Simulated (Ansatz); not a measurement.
# What a change does: single-point calculation on MoN2H4O2

System: MoN2H4O2.
Method of run 1: RHF/def2-TZVP (Ansatz 0.2.0).

The geometry comes from this level: r2SCAN-D4/def2-SVP. Text and figures count atoms from 1; the logs count them from 0 in places.

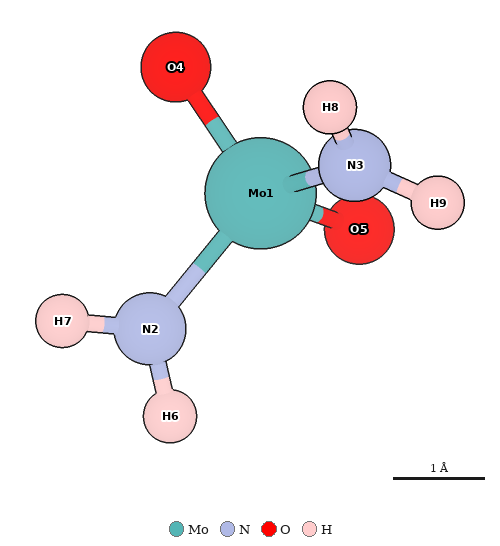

**Figure 1.** The input geometry (ball-and-stick view, seen at a tilt; atoms are numbered from 1 in the order of the input). Sticks mark near contacts. Bond lengths as drawn: H–N 1.02 Å, Mo–N 1.94 Å and Mo–O 1.70 Å.

## Input file, run 1
```yaml
crystal:
  periodic: [false, false, false]
  atoms:
    - {symbol: Mo, position_ang: [0.540308, 0.000749, 0.372484]}
    - {symbol: N, position_ang: [-0.356902, 1.601404, -0.249358]}
    - {symbol: N, position_ang: [-0.356890, -1.602389, -0.242954]}
    - {symbol: O, position_ang: [0.479537, 0.004052, 2.067507]}
    - {symbol: O, position_ang: [2.103056, -0.000486, -0.286786]}
    - {symbol: H, position_ang: [-0.125569, 2.091915, -1.110692]}
    - {symbol: H, position_ang: [-1.079035, 2.094191, 0.271909]}
    - {symbol: H, position_ang: [-1.078751, -2.093334, 0.280414]}
    - {symbol: H, position_ang: [-0.125755, -2.096103, -1.102514]}
basis:
  gaussian: {orbitals: def2-TZVP, initial_orbitals: start.molden}
hamiltonian: {xc: hf}
scf: {omitted_lower_state_checks: [starts]}
output: {orbitals: {seedname: orbitals}}
```

Launched with:
```bash
ansatz run in.yaml --threads 2 --pin off --events-out ev --progress --plain --max-ram 4352MiB
```

Hardware: 2 threads of Intel Xeon @ 2.50GHz, 163 GiB of memory available, shared host.

## Output (run 1)
```
Functional definition: HF
  exchange = exact_x
  correlation = 0
these checks for a lower state are left out or cut short: starts
1364 factors; their error is unknown
mean field evaluation 1: about -8941.2873 eV, gradient 2.9e1 eV
mean field evaluation 2: about -8942.5119 eV, gradient 1.5e0 eV
mean field evaluation 4: about -8942.9326 eV, gradient 1.3e0 eV
mean field -8942.93442842 eV, -328.6467785057 hartree, gradient 2.5e-5 eV, S^2 0.000000; 0 other end points of the search recorded, 0 dependent functions left out
reference -8942.93442842 eV, -328.6467785057 hartree; 24, 24 occupied and 164, 164 virtual orbitals, 1364 factors
Total energy: -8942.93442842 eV, -328.6467785057 hartree
Checks for a lower state left out: starts
```

For run 2 the input was changed thus:
```diff
-  gaussian: {orbitals: def2-TZVP, initial_orbitals: start.molden}
+  gaussian: {orbitals: STO-3G}
```

Predict how the results change.

The total energy of run 2 is 2425275.2 kcal/mol lower, which measures the change of basis and not a stability. The HOMO goes from −11.07 to −7.65 eV. The LUMO goes from 1.75 to 6.01 eV. The basis functions go from 188 to 51.

## Output (run 2)
```
Functional definition: HF
  exchange = exact_x
  correlation = 0
these checks for a lower state are left out or cut short: starts
673 factors; integrals over basis functions are off by at most 3.4e-4 eV
mean field evaluation 1: about -114099.9852 eV, gradient 6.6e1 eV
mean field evaluation 2: about -114100.0588 eV, gradient 6.6e1 eV
mean field evaluation 4: about -114112.6843 eV, gradient 5.8e0 eV
mean field evaluation 8: about -114112.8196 eV, gradient 1.4e-1 eV
mean field -114112.81837020 eV, -4193.5687266586 hartree, gradient 2.5e-5 eV, S^2 0.000000; 0 other end points of the search recorded, 0 dependent functions left out
reference -114112.81837020 eV, -4193.5687266586 hartree; 38, 38 occupied and 13, 13 virtual orbitals, 673 factors
Total energy: -114112.81837020 eV, -4193.5687266586 hartree
Checks for a lower state left out: starts
```

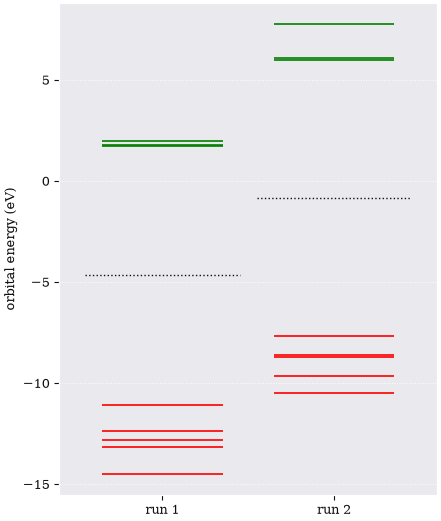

**Figure 2.** The five highest filled and three lowest empty orbital energies of the two runs; the dotted lines part filled from empty levels. The HOMO–LUMO gap is 12.82 eV in run 1 and 13.66 eV in run 2.

## The two runs side by side

| quantity | run 1 | run 2 |
| --- | --- | --- |
| outcome | converged | converged |
| total energy (hartree) | −328.646779 | −4193.568727 |
| HOMO (eV) | −11.07 | −7.65 |
| LUMO (eV) | 1.75 | 6.01 |
| basis functions | 188 | 51 |
| wall time (shared host) | 5 s | 0.85 s |
